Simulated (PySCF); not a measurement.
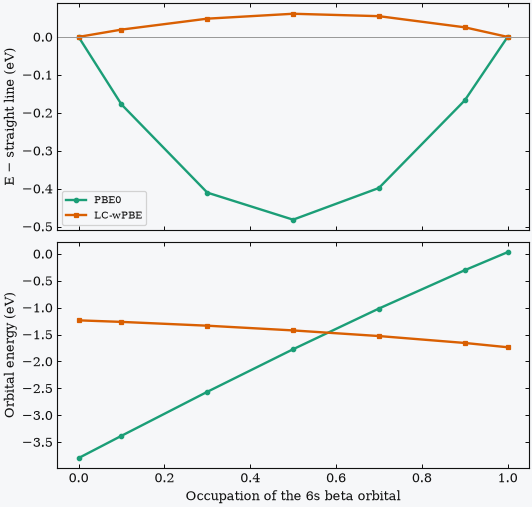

One 6s beta orbital of Pt⁻ ([Xe] 4f¹⁴ 5d⁹ 6s²) is emptied in steps. The plot gives the energy less the straight line between the integer ends; the lower panel gives the orbital energy. PySCF, aug-cc-pVTZ-PP with a 60-electron core potential, unrestricted single determinants, no spin-orbit coupling.

### Describe the curvature of each method.

PBE0: convex (delocalisation error), largest departure −0.48 eV, removal energy 1.810 eV, orbital energy from 0.0314 eV when full to −3.80 eV when empty; LC-wPBE: concave (localisation error), largest departure 0.061 eV, removal energy 1.444 eV, orbital energy from −1.74 eV when full to −1.24 eV when empty. The measured removal energy is 2.128 eV. The exact energy is a straight line between whole electron numbers.
